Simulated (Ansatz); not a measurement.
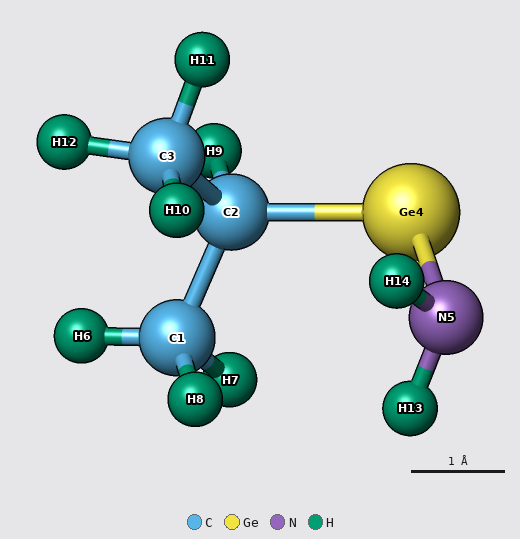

The input geometry (ball-and-stick view, seen at a tilt; atoms are numbered from 1 in the order of the input). Sticks mark near contacts. Bond lengths as drawn: C–C 1.50 to 1.51 Å, C–Ge 1.97 Å, C–H 1.07 to 1.16 Å, Ge–N 1.91 Å and H–N 1.01 to 1.08 Å.

# Geometry relaxation of C$_{3}$H$_{9}$GeN (part 1 of 2)

System: C$_{3}$H$_{9}$GeN, SMILES C[CH](C)[Ge][NH2].
Method: RKS PBE-D4/def2-SVP (Ansatz 0.2.0).

The geometry: force-field start. Figures and captions count atoms from 1; the log counts them from 0 in places.

Output
```
Functional definition: PBE
  name "PBE"
  cite "Perdew, Burke & Ernzerhof, Phys. Rev. Lett. 77, 3865 (1996) doi:10.1103/PhysRevLett.77.3865"
  parent pbe
  parameter kappa = 0.804
  parameter beta = 0.06672455060314922
  exchange = pbe_x(kappa = kappa, mu = beta*pi^2/3)
  correlation = pbe_c(beta = beta)
1519 factors; their error is unknown
mean field evaluation 1: about -61218.8020 eV, gradient 9.4e1 eV
mean field evaluation 2: about -61128.9333 eV, gradient 1.8e2 eV
mean field evaluation 4: about -61238.4386 eV, gradient 1.9e1 eV
mean field evaluation 8: about -61239.3136 eV, gradient 1.6e-1 eV
mean field evaluation 16: about -61239.2227 eV, gradient 1.7e-3 eV
mean field -61239.22265509 eV, -2250.4999231385 hartree, gradient 4.5e-5 eV, S^2 0.000000; 0 other end points of the search recorded, 0 dependent functions left out
the calculation of the forces begins
reference -61239.22268995 eV, -2250.4999244195 hartree; 33, 33 occupied and 100, 100 virtual orbitals, 1519 factors
relax step   1: F+E_penalty+E_count = -61239.54493972 eV  Δ(F+E_penalty+E_count) = +0.000e0 eV  max|allowed force component| = 2.768e0 eV/Å  Δτ_max = 0.0000 Å  (31 SCF iters, accepted)
these checks for a lower state are left out or cut short: starts, cluster_reference, orbital_swaps, neighbouring_geometries, increment
1519 factors; their error is unknown
mean field -61239.62766832 eV, -2250.5148071003 hartree, gradient 2.1e-5 eV, S^2 0.000000; 0 other end points of the search recorded, 0 dependent functions left out
[... from here on the field's lines of each further geometry are left out, up to the last ...]
relax step   2: F+E_penalty+E_count = -61239.95024652 eV  Δ(F+E_penalty+E_count) = -4.053e-1 eV  max|allowed force component| = 8.635e-1 eV/Å  Δτ_max = 0.1921 Å  (35 SCF iters, accepted)
relax step   3: F+E_penalty+E_count = -61240.09372356 eV  Δ(F+E_penalty+E_count) = -1.435e-1 eV  max|allowed force component| = 7.829e-1 eV/Å  Δτ_max = 0.1948 Å  (37 SCF iters, accepted)
relax step   4: F+E_penalty+E_count = -61240.26911014 eV  Δ(F+E_penalty+E_count) = -1.754e-1 eV  max|allowed force component| = 8.089e-1 eV/Å  Δτ_max = 0.1970 Å  (31 SCF iters, accepted)
relax step   5: F+E_penalty+E_count = -61240.43822545 eV  Δ(F+E_penalty+E_count) = -1.691e-1 eV  max|allowed force component| = 1.317e0 eV/Å  Δτ_max = 0.1964 Å  (31 SCF iters, accepted)
relax step   6: F+E_penalty+E_count = -61240.58460334 eV  Δ(F+E_penalty+E_count) = -1.464e-1 eV  max|allowed force component| = 1.353e0 eV/Å  Δτ_max = 0.1945 Å  (30 SCF iters, accepted)
relax step   7: F+E_penalty+E_count = -61240.77521333 eV  Δ(F+E_penalty+E_count) = -1.906e-1 eV  max|allowed force component| = 9.270e-1 eV/Å  Δτ_max = 0.2000 Å  (29 SCF iters, accepted)
relax step   8: F+E_penalty+E_count = -61240.86595360 eV  Δ(F+E_penalty+E_count) = -9.074e-2 eV  max|allowed force component| = 3.979e-1 eV/Å  Δτ_max = 0.2000 Å  (30 SCF iters, accepted)
relax step   9: F+E_penalty+E_count = -61240.90448989 eV  Δ(F+E_penalty+E_count) = -3.854e-2 eV  max|allowed force component| = 2.009e-1 eV/Å  Δτ_max = 0.2000 Å  (30 SCF iters, accepted)
relax step  10: F+E_penalty+E_count = -61240.90919419 eV  Δ(F+E_penalty+E_count) = -4.704e-3 eV  max|allowed force component| = 2.306e-1 eV/Å  Δτ_max = 0.0974 Å  (30 SCF iters, accepted)
relax step  11: F+E_penalty+E_count = -61240.91382637 eV  Δ(F+E_penalty+E_count) = -4.632e-3 eV  max|allowed force component| = 3.517e-1 eV/Å  Δτ_max = 0.1358 Å  (30 SCF iters, accepted)
relax step  12: F+E_penalty+E_count = -61240.91852327 eV  Δ(F+E_penalty+E_count) = -4.697e-3 eV  max|allowed force component| = 2.522e-1 eV/Å  Δτ_max = 0.0930 Å  (30 SCF iters, accepted)
relax step  13: F+E_penalty+E_count = -61240.92225943 eV  Δ(F+E_penalty+E_count) = -3.736e-3 eV  max|allowed force component| = 9.466e-2 eV/Å  Δτ_max = 0.0887 Å  (31 SCF iters, accepted)
relax step  14: F+E_penalty+E_count = -61240.92343635 eV  Δ(F+E_penalty+E_count) = -1.177e-3 eV  max|allowed force component| = 1.083e-1 eV/Å  Δτ_max = 0.0628 Å  (31 SCF iters, accepted)
relax step  15: F+E_penalty+E_count = -61240.92421596 eV  Δ(F+E_penalty+E_count) = -7.796e-4 eV  max|allowed force component| = 3.779e-2 eV/Å  Δτ_max = 0.0255 Å  (32 SCF iters, accepted)
relax step  16: F+E_penalty+E_count = -61240.92458398 eV  Δ(F+E_penalty+E_count) = -3.680e-4 eV  max|allowed force component| = 3.821e-2 eV/Å  Δτ_max = 0.0368 Å  (31 SCF iters, accepted)
relax step  17: F+E_penalty+E_count = -61240.92492602 eV  Δ(F+E_penalty+E_count) = -3.420e-4 eV  max|allowed force component| = 6.039e-2 eV/Å  Δτ_max = 0.0422 Å  (30 SCF iters, accepted)
relax step  18: F+E_penalty+E_count = -61240.92533569 eV  Δ(F+E_penalty+E_count) = -4.097e-4 eV  max|allowed force component| = 8.496e-2 eV/Å  Δτ_max = 0.0426 Å  (30 SCF iters, accepted)
relax step  19: F+E_penalty+E_count = -61240.92563641 eV  Δ(F+E_penalty+E_count) = -3.007e-4 eV  max|allowed force component| = 1.367e-1 eV/Å  Δτ_max = 0.0725 Å  (31 SCF iters, accepted)
relax step  20: F+E_penalty+E_count = -61240.92603085 eV  Δ(F+E_penalty+E_count) = -3.944e-4 eV  max|allowed force component| = 9.238e-2 eV/Å  Δτ_max = 0.0187 Å  (31 SCF iters, accepted)
relax step  21: F+E_penalty+E_count = -61240.92546458 eV  Δ(F+E_penalty+E_count) = +5.663e-4 eV  max|allowed force component| = 8.258e-2 eV/Å  Δτ_max = 0.0330 Å  (31 SCF iters, rejected (line search))
relax step  22: F+E_penalty+E_count = -61240.92654884 eV  Δ(F+E_penalty+E_count) = -5.180e-4 eV  max|allowed force component| = 1.927e-2 eV/Å  Δτ_max = 0.0159 Å  (31 SCF iters, accepted)
the calculation of the forces begins
reference -61240.60246970 eV, -2250.5506303901 hartree; 33, 33 occupied and 100, 100 virtual orbitals, 1519 factors
relax step  23: F+E_penalty+E_count = -61240.92668431 eV  Δ(F+E_penalty+E_count) = -1.355e-4 eV  max|allowed force component| = 2.829e-2 eV/Å  Δτ_max = 0.0357 Å  (31 SCF iters, accepted)
1519 factors; their error is unknown
mean field evaluation 192: about -61240.6024 eV, gradient 1.4e-2 eV
```

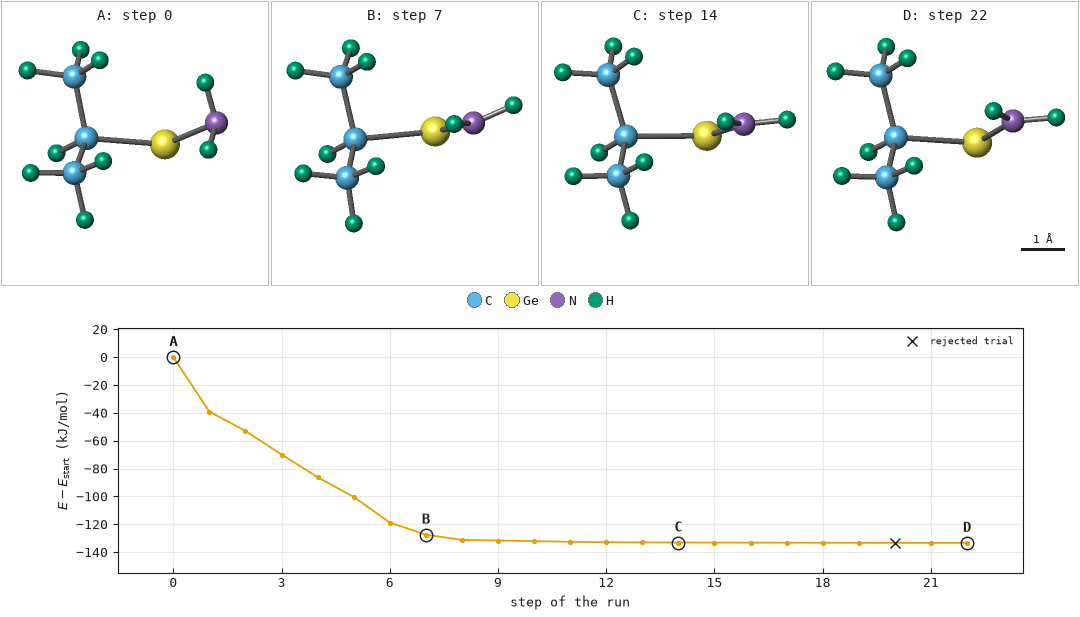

Frames of the relaxation (ball-and-stick view, seen at a tilt) above the curves, on which the letters mark them (the first geometry is step 0 here and step 1 in the log).

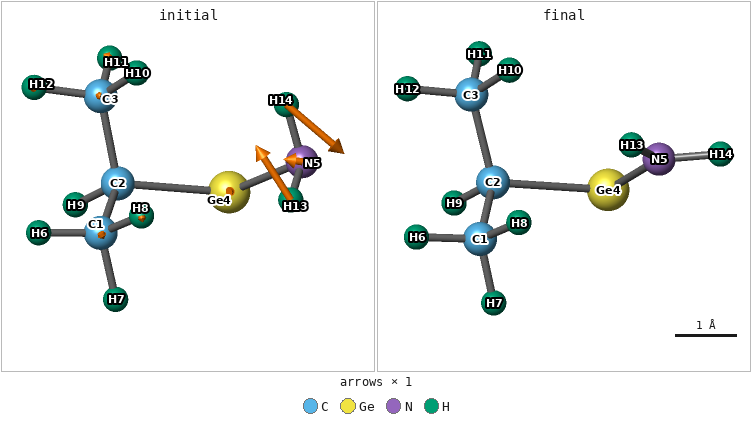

Before (left) and after (right) the relaxation, at one scale (ball-and-stick view, seen at a tilt). The orange arrows give the displacements, at true length. The energy falls by 133.3 kJ/mol in 22 geometry steps. Largest force component: 2.8 eV/Å at the start, 0.028 eV/Å at the end. The line search rejected the trial step at point 20 (counted from 0) and went back. The atom that moves furthest after the best rigid fit is H14 (1.27 Å). Largest moves by element: H 1.27 Å, N 0.32 Å, C 0.12 Å, Ge 0.12 Å. Among the contacts that change: C2–Ge4 1.967 → 2.056 Å, Ge4–N5 1.909 → 1.837 Å, N5–H13 1.079 → 1.027 Å, C1–H7 1.160 → 1.111 Å. Among the angles that change: Ge4–N5–H13 108.0° → 126.1°, Ge4–N5–H14 104.6° → 122.3°, C2–Ge4–N5 109.2° → 95.7°. (Atoms are counted from 1 in the order of the input.)

```
mean field -61240.60243431 eV, -2250.5506290896 hartree, gradient 2.3e-5 eV, S^2 0.000000; 1 other end points of the search recorded, 0 dependent functions left out
the calculation of the forces begins
reference -61240.60246970 eV, -2250.5506303901 hartree; 33, 33 occupied and 100, 100 virtual orbitals, 1519 factors
Total energy: -61240.92671970 eV, -2250.5625463579 hartree
Atom 0 at    -1.156945     0.058128     0.956641 Å, force    -0.006580    -0.003061     0.001884 eV/Å
Atom 1 at     0.281076     0.492788     0.657130 Å, force     0.007585     0.000955    -0.011362 eV/Å
Atom 2 at     1.242583    -0.696919     0.550109 Å, force    -0.001211     0.003072     0.001939 eV/Å
Atom 3 at     0.406386     1.680499    -1.016716 Å, force    -0.002305     0.011128     0.007280 eV/Å
Atom 4 at    -0.283944     0.433818    -2.175835 Å, force    -0.002185    -0.028291     0.009495 eV/Å
Atom 5 at    -1.219286    -0.533802     1.898034 Å, force    -0.000580     0.001979     0.000284 eV/Å
Atom 6 at    -1.845436     0.922561     1.068837 Å, force     0.003107    -0.001345    -0.001254 eV/Å
Atom 7 at    -1.573325    -0.582763     0.149048 Å, force     0.003516     0.003389     0.002053 eV/Å
Atom 8 at     0.629399     1.153736     1.482722 Å, force    -0.001659    -0.002542    -0.008174 eV/Å
Atom 9 at     0.957755    -1.381716    -0.277895 Å, force    -0.000065    -0.002341     0.000402 eV/Å
Atom 10 at     2.290199    -0.379364     0.359503 Å, force    -0.003060     0.001999    -0.000936 eV/Å
Atom 11 at     1.251432    -1.303673     1.483872 Å, force    -0.000299    -0.002823     0.000400 eV/Å
Atom 12 at    -0.597117    -0.512833    -1.930514 Å, force     0.001075     0.018442    -0.014510 eV/Å
Atom 13 at    -0.395577     0.620241    -3.176038 Å, force     0.002661    -0.000561     0.012499 eV/Å
Dipole moment:    -0.126874    -0.263497    -0.138285 e Å
```

Trajectory as extended XYZ (Å, eV, eV/Å), 23 frames, from step=1 to step=23
```
14
Properties=species:S:1:pos:R:3:forces:R:3 step=1 energy=-61239.54494
C    -1.0862   -0.0714    0.9875   -1.5976   2.7684  -0.6586
C     0.2625    0.4895    0.6522    0.2845  -0.2339   1.5488
C     1.2172   -0.6602    0.4496    1.8759   0.5841   1.7153
Ge    0.2944    1.6239   -0.9544    0.4334   1.6553  -0.7001
N    -0.3567    0.6220   -2.4437   -1.9950   0.5281   0.7804
H    -1.1159   -0.5977    1.9172   -0.0316  -0.9807   1.1308
H    -1.8069    0.8282    1.1147    0.4000  -1.0998  -0.0620
H    -1.4735   -0.6587    0.1507   -0.2842  -0.5449  -0.2289
H     0.6199    1.1404    1.5406   -0.2480  -0.5552  -1.0552
H     0.9260   -1.3235   -0.3424   -0.3472  -0.7893  -0.9263
H     2.2509   -0.2645    0.2524   -0.1599  -0.3455  -0.1806
H     1.3368   -1.2538    1.4128   -0.1581   0.1740  -0.6791
H    -1.3462    0.2672   -2.2002    1.5005   0.0752  -0.4352
H     0.2649   -0.1707   -2.5081    0.3272  -1.2358  -0.2494
14
Properties=species:S:1:pos:R:3:forces:R:3 step=2 energy=-61239.95025
C    -1.1502   -0.0197    0.9594   -0.3880   0.7781  -0.2260
C     0.2526    0.4752    0.6266    0.1745   0.6016   0.8635
C     1.2646   -0.6532    0.4327    0.3274   0.0415   0.5016
Ge    0.3611    1.7449   -0.9447   -0.0015  -0.2350  -0.5452
N    -0.3673    0.6067   -2.3256   -0.6287   0.1264   0.2088
H    -1.1717   -0.5960    1.8949   -0.0260  -0.3622   0.2719
H    -1.8874    0.8251    1.1013    0.3833  -0.3449  -0.0761
H    -1.5456   -0.6428    0.1361   -0.0968  -0.2182  -0.0564
H     0.6168    1.1292    1.4699   -0.1385  -0.2994  -0.1572
H     0.9588   -1.3345   -0.3736   -0.0822  -0.2329  -0.3246
H     2.2971   -0.2877    0.2056   -0.1860  -0.0116  -0.0519
H     1.3687   -1.2667    1.3659   -0.0619   0.0935  -0.2209
H    -1.2860    0.1771   -2.0416    0.7764   0.1168  -0.0512
H     0.2758   -0.1870   -2.4780   -0.0518  -0.0539  -0.1365
14
Properties=species:S:1:pos:R:3:forces:R:3 step=3 energy=-61240.09372
C    -1.1641    0.0068    0.9650    0.0484  -0.0068   0.0569
C     0.2556    0.4931    0.6613   -0.2397   0.2825   0.2037
C     1.2595   -0.6464    0.4428   -0.0686  -0.0776  -0.0168
Ge    0.3865    1.7324   -0.9670    0.2406  -0.3094  -0.4390
N    -0.4061    0.6076   -2.3250   -0.1036  -0.7276   0.5448
H    -1.1965   -0.6055    1.8941   -0.0432  -0.0861  -0.0611
H    -1.8897    0.8383    1.1117    0.1084   0.0031  -0.0062
H    -1.5570   -0.6197    0.1345   -0.0115  -0.0666   0.0312
H     0.6198    1.1205    1.5074   -0.0601  -0.0138   0.0115
H     0.9350   -1.3184   -0.3815    0.0066   0.0324  -0.0201
H     2.2872   -0.2923    0.1974   -0.0652   0.0518  -0.0171
H     1.3617   -1.2782    1.3546   -0.0157   0.0172  -0.0077
H    -1.2048    0.0428   -1.9262    0.7829   0.2181  -0.2213
H     0.3002   -0.1103   -2.6401   -0.5794   0.6827  -0.0590
14
Properties=species:S:1:pos:R:3:forces:R:3 step=4 energy=-61240.26911
C    -1.1728    0.0198    0.9659    0.2457  -0.3075   0.1416
C     0.2530    0.5059    0.6776   -0.4106   0.0828  -0.1420
C     1.2491   -0.6429    0.4512   -0.1956  -0.0921  -0.2118
Ge    0.4416    1.7079   -0.9923    0.1752  -0.3805  -0.4358
N    -0.4471    0.5948   -2.2986    0.3955  -0.6964   0.8089
H    -1.2136   -0.6122    1.8894   -0.0236   0.0536  -0.1909
H    -1.8898    0.8476    1.1142   -0.0565   0.1564   0.0267
H    -1.5641   -0.6089    0.1324    0.0148   0.0097   0.0684
H     0.6142    1.1230    1.5245   -0.0064   0.1069   0.0986
H     0.9174   -1.3098   -0.3822    0.0413   0.1391   0.1195
H     2.2743   -0.2935    0.1981    0.0101   0.0610  -0.0027
H     1.3481   -1.2815    1.3546    0.0078  -0.0215   0.0794
H    -1.0936   -0.0778   -1.8171    0.5052   0.2012  -0.3548
H     0.2704   -0.0018   -2.7889   -0.7028   0.6874  -0.0050
14
Properties=species:S:1:pos:R:3:forces:R:3 step=5 energy=-61240.43822
C    -1.1780    0.0209    0.9684    0.1370  -0.0771   0.0324
C     0.2418    0.5159    0.6817   -0.2485   0.0738  -0.1013
C     1.2334   -0.6374    0.4564   -0.0687  -0.0481  -0.0680
Ge    0.5328    1.6714   -1.0090   -0.1754  -0.5371  -0.4116
N    -0.4636    0.5751   -2.2351    1.2030  -1.0097   0.1705
H    -1.2210   -0.6176    1.8835    0.0153   0.0335  -0.1007
H    -1.8907    0.8543    1.1194   -0.0562   0.0615   0.0150
H    -1.5699   -0.6057    0.1347   -0.0117   0.0175   0.0416
H     0.6004    1.1337    1.5316   -0.0095   0.0476   0.0538
H     0.9044   -1.2995   -0.3782    0.0115   0.0878   0.0757
H     2.2584   -0.2854    0.2030    0.0246   0.0265  -0.0021
H     1.3341   -1.2769    1.3605    0.0082  -0.0004   0.0459
H    -1.0016   -0.1880   -1.7507    0.4877   0.4139  -0.5003
H     0.2066    0.1099   -2.9373   -1.3174   0.9103   0.7492
14
Properties=species:S:1:pos:R:3:forces:R:3 step=6 energy=-61240.58460
C    -1.1826    0.0281    0.9689    0.0631  -0.0017  -0.0029
C     0.2380    0.5174    0.6882   -0.1042   0.0938  -0.0868
C     1.2294   -0.6367    0.4698   -0.0302  -0.0775   0.0614
Ge    0.5831    1.6296   -1.0107   -0.3173  -0.3927  -0.3932
N    -0.4553    0.5521   -2.1886    1.3534  -0.9514  -0.4613
H    -1.2261   -0.6117    1.8804    0.0059  -0.0026  -0.0340
H    -1.8959    0.8635    1.1218    0.0042   0.0126  -0.0060
H    -1.5765   -0.5952    0.1349   -0.0229   0.0119   0.0265
H     0.5941    1.1399    1.5379   -0.0189   0.0164   0.0073
H     0.8998   -1.2969   -0.3631    0.0123   0.0241   0.0413
H     2.2555   -0.2857    0.2149    0.0023   0.0171   0.0018
H     1.3306   -1.2739    1.3763    0.0126  -0.0029   0.0251
H    -0.9087   -0.2840   -1.7473    0.3076   0.4970  -0.4495
H     0.1017    0.2243   -3.0546   -1.2680   0.7559   1.2702
14
Properties=species:S:1:pos:R:3:forces:R:3 step=7 energy=-61240.77521
C    -1.1772    0.0222    0.9673   -0.0655   0.0669  -0.0633
C     0.2323    0.5210    0.6684    0.0489  -0.0962  -0.0382
C     1.2160   -0.6515    0.5016    0.1258   0.0065   0.0758
Ge    0.5888    1.6001   -1.0536    0.3905   0.4685   0.5677
N    -0.3769    0.5335   -2.1569    0.0585  -0.9270  -0.6467
H    -1.2002   -0.6317    1.8685   -0.0008   0.0068  -0.0052
H    -1.8910    0.8520    1.1417   -0.0317   0.0229   0.0053
H    -1.5841   -0.5908    0.1326   -0.0345  -0.0104   0.0030
H     0.5796    1.1657    1.5052    0.0139   0.0071  -0.0115
H     0.8721   -1.3644   -0.2812    0.0006   0.0544   0.0422
H     2.2341   -0.3137    0.1994    0.0111  -0.0099  -0.0091
H     1.3521   -1.2343    1.4422   -0.0581   0.0445  -0.0212
H    -0.8438   -0.3125   -1.7908    0.0575   0.1413  -0.2288
H    -0.0146    0.3751   -3.1156   -0.5160   0.2245   0.3302
14
Properties=species:S:1:pos:R:3:forces:R:3 step=8 energy=-61240.86595
C    -1.1775    0.0327    0.9532    0.0825  -0.1550   0.0634
C     0.2483    0.5068    0.6855   -0.0023   0.0827  -0.0983
C     1.2456   -0.6501    0.5432   -0.1622  -0.1251   0.0078
Ge    0.6218    1.5534   -1.0344    0.1232   0.3519   0.0008
N    -0.3331    0.4776   -2.1693    0.0520  -0.3256  -0.2835
H    -1.2070   -0.6337    1.8449   -0.0662   0.0007   0.0300
H    -1.8862    0.8648    1.1419    0.0337   0.0287  -0.0521
H    -1.5832   -0.5735    0.1126   -0.0220   0.0426  -0.0038
H     0.5861    1.1575    1.5209   -0.0359   0.0878  -0.0190
H     0.8973   -1.3398   -0.2549    0.1071  -0.1101   0.0221
H     2.2637   -0.3060    0.2538    0.0295  -0.0165   0.0316
H     1.3474   -1.2377    1.4824    0.0321  -0.0179   0.0078
H    -0.8608   -0.3495   -1.8608    0.0013   0.0353  -0.1047
H    -0.1752    0.4681   -3.1902   -0.1728   0.1205   0.3979
```
